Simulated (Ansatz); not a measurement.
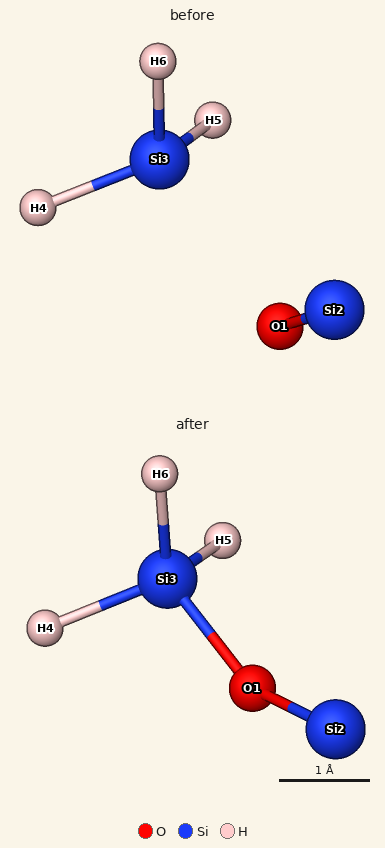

The structure of Si2H3O (multiplicity 2) before (top) and after (bottom) a relaxation, at one scale.

The picture is a ball-and-stick view, seen from a free direction.

It is one of the separated reactants of a reaction.

Computed with Ansatz 0.2.0, UKS PBE-D4/def2-SVP. (force threshold 0.03 eV/Å; at most 250 steps)

**Summarise the run.**

Over 6 accepted moves (7 points after the start) the energy falls by 39.3 kcal/mol. Largest force component: 2.7 eV/Å at the start, 0.014 eV/Å at the end. The line search rejected the trial step at point 4 of the run. The atom that moves furthest after the best rigid fit is O1 (0.61 Å). Largest moves by element: O 0.61 Å, H 0.18 Å, Si 0.17 Å. Among the contacts that change: O1–Si3 2.437 → 1.691 Å, Si2–Si3 3.377 → 3.219 Å, O1–Si2 1.527 → 1.684 Å, Si3–H6 1.483 → 1.507 Å. New bonds form, among them: O1–Si3 (2.44 → 1.69 Å). The run took 21 s on 2 threads of Arm Neoverse V1, with other jobs on the host.

Limits of the set-up: the start holds two separate molecules, 2.4 Å apart at their closest, whose relative position is a soft coordinate.
